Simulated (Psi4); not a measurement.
## PH2O2 (charge −1): field calculation

- system: PH2O2, charge −1
- method: TPSS0/def2-QZVP, RKS, dispersion D3(BJ), in an applied electric field (Psi4 1.11)

The geometry comes from this level: GFN2-xTB.

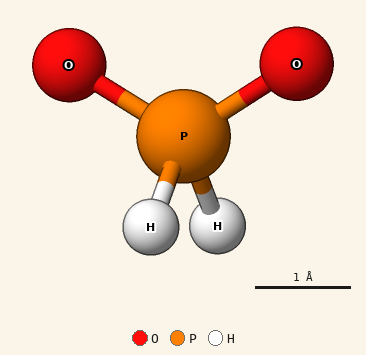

The structure (ball-and-stick view, seen at a tilt). Bond lengths as drawn: H–P 1.41 Å and O–P 1.48 Å.

Summary:

```csv
quantity,value
outcome,converged
total energy,−493.227607 hartree
dispersion energy,−0.003104 hartree
basis functions,244
HOMO,−1.22 eV
LUMO,5.40 eV
hardware,"1 thread of Intel Xeon (Granite Rapids), 12 GiB of memory available, shared host"
wall time,19 s
peak memory,1.1 GiB
```

Notes:

Settings chosen away from the usual ones: dft_radial_scheme set to treutler.

The input (job.py):
```python
import psi4

psi4.set_memory('1600 MB')
psi4.set_num_threads(1)
psi4.set_output_file('h2o2p.out', False)

with open('h2o2p.xyz') as f:
    atoms = ''.join(f.readlines()[2:])
molecule = psi4.geometry('-1 1\n' + atoms + 'symmetry c1\nno_reorient\nno_com')

psi4.set_options(dict(basis='def2-QZVP', scf_type='df', perturb_h=True, perturb_with='dipole', perturb_dipole=[0.0, 0.001, 0.0], dft_radial_scheme='treutler'))

e = psi4.energy('tpss0-d3bj2b', molecule=molecule)
print('E =', round(e, 9))
for k, v in sorted(psi4.core.scalar_variables().items()):
    print(f'{k:45s} {v:18.10f}')
```

File h2o2p.xyz:
```
5
H2O2P
O     -0.569750     0.418060     1.344900
P      0.023990    -0.029410     0.067110
O      1.087130    -1.056140     0.105400
H     -0.993470    -0.417790    -0.831230
H      0.452100     1.085290    -0.686190
```

Run as:
```bash
python job.py
```

Output:
```
Psi4 1.11 release

   => Loading Basis Set <=

    Name: DEF2-QZVP
    Role: ORBITAL
    Keyword: BASIS

   => TPSSH-D3(BJ): Empirical Dispersion <=

        s6 =       1.000000
        s8 =       2.238200
        a1 =       0.452900
        a2 =       4.655000

         ---------------------------------------------------------
                                   SCF
                              RKS Reference
                        1 Threads,   1525 MiB Core
         ---------------------------------------------------------

  ==> Geometry <==

    Molecular point group: c1
    Full point group: C1

    Geometry (in Angstrom), charge = -1, multiplicity = 1:

       Center              X                  Y                   Z               Mass
    ------------   -----------------  -----------------  -----------------  -----------------
         O           -0.569750000000     0.418060000000     1.344900000000    15.994914619570
         P            0.023990000000    -0.029410000000     0.067110000000    30.973761998420
         O            1.087130000000    -1.056140000000     0.105400000000    15.994914619570
         H           -0.993470000000    -0.417790000000    -0.831230000000     1.007825032230
         H            0.452100000000     1.085290000000    -0.686190000000     1.007825032230

  Running in c1 symmetry.

  Rotational constants: A =      0.64497  B =      0.31320  C =      0.22311 [cm^-1]
  Rotational constants: A =  19335.61217  B =   9389.35422  C =   6688.64637 [MHz]
  Nuclear repulsion =  117.870059364285069

  Charge       = -1
  Multiplicity = 1
  Electrons    = 34
  Nalpha       = 17
  Nbeta        = 17

  ==> Algorithm <==

  SCF Algorithm Type is DF.
  DIIS enabled.
  MOM disabled.
  Fractional occupation disabled.
  Guess Type is SAD.
  Energy threshold   = 1.00e-06
  Density threshold  = 1.00e-06
  Integral threshold = 1.00e-12

  ==> Primary Basis <==

  Basis Set: DEF2-QZVP
    Blend: DEF2-QZVP
    Number of shells: 76
    Number of basis functions: 244
    Number of Cartesian functions: 300
    Spherical Harmonics?: true
    Max angular momentum: 4

  ==> DFT Potential <==

   => LibXC <=

    Version 7.1.2

   => Composite Functional: TPSSH-D3BJ2B <=

    TPSSh-d3bj2b Hyb-GGA Exchange-Correlation Functional

    Deriv               =              1
    GGA                 =           TRUE
    Meta                =           TRUE

    Exchange Hybrid     =           TRUE
    MP2 Hybrid          =          FALSE

   => Exchange Functionals <=

    0.9000   Tao, Perdew, Staroverov & Scuseria

   => Exact (HF) Exchange <=

    0.1000               HF

   => Correlation Functionals <=

    1.0000   Tao, Perdew, Staroverov & Scuseria

   => LibXC Density Thresholds  <==

    XC_HYB_MGGA_XC_TPSSH:  1.00E-15

   => Molecular Quadrature <=

    Radial Scheme          =       TREUTLER
    Pruning Scheme         =           NONE
    Nuclear Scheme         =       TREUTLER

    Blocking Scheme        =         OCTREE
    BS radius alpha        =              1
    Pruning alpha          =              1
    Radial Points          =             75
    Spherical Points       =            302
    Total Points           =         109368
    Total Blocks           =            877
    Max Points             =            256
    Max Functions          =            240
    Weights Tolerance      =       1.00E-15

   => Loading Basis Set <=

    Name: (DEF2-QZVP AUX)
    Role: JKFIT
    Keyword: DF_BASIS_SCF

  ==> Integral Setup <==

  DFHelper Memory: AOs need 0.152 GiB; user supplied 0.152 GiB.
  SCF_SUBTYPE=INCORE selected. In-core MEM_DF algorithm will be used.
  Using in-core AOs.

  ==> MemDFJK: Density-Fitted J/K Matrices <==

    J tasked:                   Yes
    K tasked:                   Yes
    wK tasked:                   No
    Memory [MiB]:               155
    Algorithm:                 Core
    Schwarz Cutoff:           1E-12
    Mask sparsity (%):       1.3471
    Fitting Condition:        1E-10

   => Auxiliary Basis Set <=

  Basis Set: (DEF2-QZVP AUX)
    Blend: DEF2-UNIVERSAL-JKFIT
    Number of shells: 100
    Number of basis functions: 318
    Number of Cartesian functions: 381
    Spherical Harmonics?: true
    Max angular momentum: 4

  Cached 50.1% of DFT collocation blocks in 0.716 [GiB].

  Perturbing V by 0.001000 mu(y).
  Minimum eigenvalue in the overlap matrix is 1.6227966412E-04.
  Reciprocal condition number of the overlap matrix is 2.1862859083E-05.
    Using symmetric orthogonalization.

  ==> Pre-Iterations <==

  SCF Guess: Superposition of Atomic Densities via on-the-fly atomic UHF (no occupation information).

   -------------------------
    Irrep   Nso     Nmo
   -------------------------
     A        244     244
   -------------------------
    Total     244     244
   -------------------------

  ==> Iterations <==

                           Total Energy        Delta E     RMS |[F,P]|

   @DF-RKS iter SAD:  -492.88335171600022   -4.92883e+02   0.00000e+00
   @DF-RKS iter   1:  -492.78288487870026    1.00467e-01   4.55773e-03 ADIIS/DIIS
   @DF-RKS iter   2:  -490.04839140063928    2.73449e+00   1.05084e-02 ADIIS/DIIS
   @DF-RKS iter   3:  -493.20998835938593   -3.16160e+00   8.55151e-04 ADIIS/DIIS
   @DF-RKS iter   4:  -493.22376167123321   -1.37733e-02   4.07956e-04 ADIIS/DIIS
   @DF-RKS iter   5:  -493.22725004006350   -3.48837e-03   1.10626e-04 ADIIS/DIIS
   @DF-RKS iter   6:  -493.22755242217653   -3.02382e-04   5.03076e-05 DIIS
   @DF-RKS iter   7:  -493.22759117811086   -3.87559e-05   2.67990e-05 DIIS
   @DF-RKS iter   8:  -493.22760653393505   -1.53558e-05   3.00212e-06 DIIS
   @DF-RKS iter   9:  -493.22760670698051   -1.73045e-07   2.28308e-07 DIIS
  Energy and wave function converged.

  ==> Post-Iterations <==

   Electrons on quadrature grid:
      Ntotal   =   34.0000052628 ; deviation = 5.263e-06

    Orbital Energies [Eh]
    ---------------------

    Doubly Occupied:

       1A    -76.749222     2A    -18.782597     3A    -18.781526
       4A     -6.300730     5A     -4.451319     6A     -4.449741
       7A     -4.448444     8A     -0.748995     9A     -0.690373
      10A     -0.346266    11A     -0.211714    12A     -0.177645
      13A     -0.144910    14A     -0.073983    15A     -0.060796
      16A     -0.045307    17A     -0.045014

    Virtual:

      18A      0.198580    19A      0.235921    20A      0.246463
      21A      0.257571    22A      0.312673    23A      0.342768
      24A      0.373935    25A      0.398129    26A      0.411625
      27A      0.458829    28A      0.460809    29A      0.479104
      30A      0.500667    31A      0.515327    32A      0.525813
      33A      0.575421    34A      0.579331    35A      0.583076
      36A      0.607819    37A      0.664780    38A      0.696741
      39A      0.816780    40A      0.886826    41A      0.887423
      42A      0.901254    43A      0.926412    44A      0.942006
      45A      0.942903    46A      1.014142    47A      1.042593
      48A      1.044685    49A      1.117637    50A      1.119202
      51A      1.147949    52A      1.184873    53A      1.194440
      54A      1.197223    55A      1.223185    56A      1.254096
      57A      1.266700    58A      1.307100    59A      1.392268
      60A      1.394440    61A      1.469122    62A      1.484247
      63A      1.538142    64A      1.579700    65A      1.601049
      66A      1.617265    67A      1.627460    68A      1.642752
      69A      1.667085    70A      1.668747    71A      1.692985
      72A      1.749210    73A      1.782509    74A      1.886765
      75A      1.999367    76A      2.045991    77A      2.053981
      78A      2.142615    79A      2.214813    80A      2.301164
      81A      2.317992    82A      2.337411    83A      2.358812
      84A      2.375552    85A      2.376139    86A      2.443381
      87A      2.545077    88A      2.614200    89A      2.677068
      90A      2.691497    91A      2.727068    92A      2.728579
      93A      2.741510    94A      2.785769    95A      2.825079
      96A      2.845539    97A      2.849166    98A      2.891356
      99A      2.942804   100A      3.004169   101A      3.012367
     102A      3.017953   103A      3.123812   104A      3.150992
     105A      3.226845   106A      3.256066   107A      3.265647
     108A      3.284940   109A      3.307099   110A      3.336552
     111A      3.416297   112A      3.452996   113A      3.472520
     114A      3.529347   115A      3.566943   116A      3.567823
     117A      3.620690   118A      3.711987   119A      3.729051
     120A      3.785257   121A      3.846154   122A      3.933334
     123A      4.009899   124A      4.095158   125A      4.165141
     126A      4.185698   127A      4.249136   128A      4.255747
     129A      4.264416   130A      4.291597   131A      4.312307
     132A      4.411023   133A      4.453921   134A      4.486374
     135A      4.595517   136A      4.633549   137A      4.678123
     138A      4.714348   139A      4.853051   140A      4.962861
     141A      5.007797   142A      5.156662   143A      5.160031
     144A      5.187825   145A      5.279947   146A      5.280888
     147A      5.444387   148A      5.531521   149A      5.573324
     150A      5.598324   151A      5.988210   152A      6.150220
     153A      6.245624   154A      6.261614   155A      6.310041
     156A      6.405854   157A      6.432817   158A      6.484920
     159A      6.650375   160A      6.702301   161A      6.735902
     162A      6.889264   163A      6.935433   164A      6.963779
     165A      7.098993   166A      7.128180   167A      7.296093
     168A      7.317269   169A      7.718487   170A      7.726461
     171A      7.821679   172A      8.111778   173A      8.243347
     174A      8.286109   175A      8.416224   176A      8.430249
     177A      8.460161   178A      8.512197   179A      8.559127
     180A      8.594153   181A      8.725265   182A      8.762520
     183A      9.066336   184A      9.152292   185A      9.190489
     186A      9.238898   187A      9.243403   188A      9.249152
     189A      9.252316   190A      9.290981   191A      9.301330
     192A      9.318372   193A      9.383395   194A      9.408773
     195A      9.410049   196A      9.460348   197A      9.509694
     198A      9.511785   199A      9.538403   200A      9.712240
     201A      9.798728   202A      9.803599   203A      9.807673
     204A      9.883217   205A      9.932376   206A      9.981487
     207A     10.517808   208A     10.718150   209A     11.297170
     210A     11.322366   211A     11.339114   212A     11.357366
     213A     11.515275   214A     11.610255   215A     11.673935
     216A     11.709698   217A     12.041583   218A     12.045517
     219A     12.143227   220A     12.146730   221A     12.162439
     222A     12.198968   223A     12.365448   224A     12.414543
     225A     12.424584   226A     12.443941   227A     12.686721
     228A     12.693421   229A     12.733941   230A     12.780695
     231A     13.111733   232A     13.208057   233A     14.133944
     234A     14.290313   235A     18.587766   236A     19.090294
     237A     19.407821   238A     21.249316   239A     48.097791
     240A     48.275420   241A     71.347739   242A    255.162818
     243A    255.363403   244A    383.860199

    Final Occupation by Irrep:
              A
    DOCC [    17 ]
    NA   [    17 ]
    NB   [    17 ]

  @DF-RKS Final Energy:  -493.22760670698051

   => Energetics <=

    Nuclear Repulsion Energy =            117.8700593642850691
    One-Electron Energy =                -923.5345540808809801
    Two-Electron Energy =                 350.0289963292333937
    DFT Exchange-Correlation Energy =     -37.5890043794219508
    Empirical Dispersion Energy =          -0.0031039401960527
    VV10 Nonlocal Energy =                  0.0000000000000000
    Total Energy =                       -493.2276067069805094

Computation Completed

Properties will be evaluated at   0.000000,   0.000000,   0.000000 [a0]

Properties computed using the SCF density matrix

 Multipole Moments:

 ------------------------------------------------------------------------------------
     Multipole            Electronic (a.u.)      Nuclear  (a.u.)        Total (a.u.)
 ------------------------------------------------------------------------------------

 L = 1.  Multiply by 2.5417464519 to convert [e a0] to [Debye]
 Dipole X            :         -7.9598123            7.4786289           -0.4811834
 Dipole Y            :          9.7779370           -9.2186321            0.5593049
 Dipole Z            :        -22.3136616           20.9601430           -1.3535186
 Magnitude           :                                                    1.5415486

 ------------------------------------------------------------------------------------

	total time  =         17 seconds =       0.28 minutes
```

Standard output:
```
E = -493.227606707
CURRENT ENERGY                                   -493.2276067070
CURRENT REFERENCE ENERGY                         -493.2276067070
DD SOLVATION ENERGY                                 0.0000000000
DFT FUNCTIONAL TOTAL ENERGY                      -493.2245027668
DFT TOTAL ENERGY                                 -493.2276067070
DFT VV10 ENERGY                                     0.0000000000
DFT XC ENERGY                                     -37.5890043794
DISPERSION CORRECTION ENERGY                       -0.0031039402
GRID ELECTRONS ALPHA                               17.0000026314
GRID ELECTRONS BETA                                17.0000026314
GRID ELECTRONS TOTAL                               34.0000052628
NUCLEAR REPULSION ENERGY                          117.8700593643
ONE-ELECTRON ENERGY                              -923.5345540809
PCM POLARIZATION ENERGY                             0.0000000000
PE ENERGY                                           0.0000000000
SCF ITERATION ENERGY                             -493.2276067070
SCF ITERATIONS                                      9.0000000000
SCF TOTAL ENERGY                                 -493.2276067070
TPSSH-D3(BJ) DISPERSION CORRECTION ENERGY          -0.0031039402
TWO-ELECTRON ENERGY                               350.0289963292
XC GRID RADIAL POINTS                              75.0000000000
XC GRID SPHERICAL POINTS                          302.0000000000
XC GRID TOTAL POINTS                           109368.0000000000
```

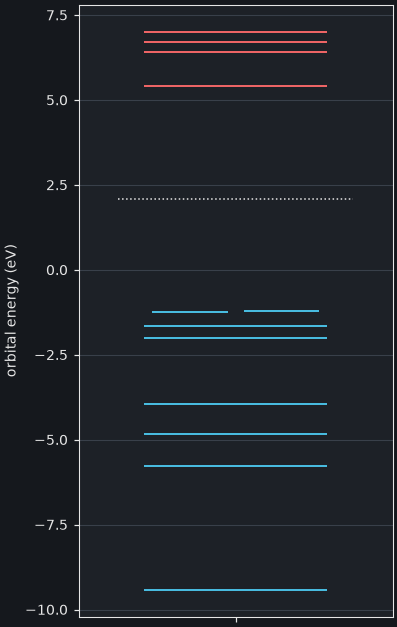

Orbital energies near the frontier; the dotted line parts filled from empty levels, and levels within 0.02 eV of each other stand side by side. Highest filled −1.22 eV, lowest empty 5.40 eV, 6.62 eV apart.
